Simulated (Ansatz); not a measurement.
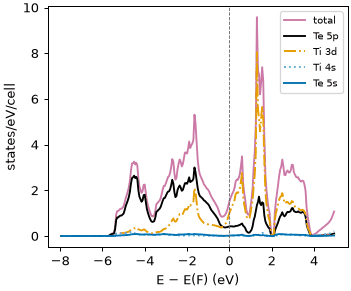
Total and projected density of states of TiTe2 (CdI2 type, space group No. 164), LDA (plane waves, PAW; program Ansatz)

Task: Which orbitals carry the states next to the Fermi level?

Result: Within 0.5 eV of the Fermi level: Ti 3d 68 %, Te 5p 28 %. Projections are on Löwdin-orthogonalised atomic valence shells; empty p or d shells of many metals are not among them.

Task: Where is the tallest occupied peak in this window, and what makes it?

Result: Near -1.6 eV, about 5.3 states/eV per cell; the largest projected share is Te 5p.

Space group P-3m1 (CdI2 type). Symmetry was held in the LDA relaxation; of distortions, only those at the zone centre were tested. The run is not spin-polarised. A crystal of weakly bound layers computed without a dispersion correction: the cell and the soft elastic constants depend strongly on that. Spin–orbit coupling is left out wherever it is not named.

Potentials: the later of the program's two PAW sets.
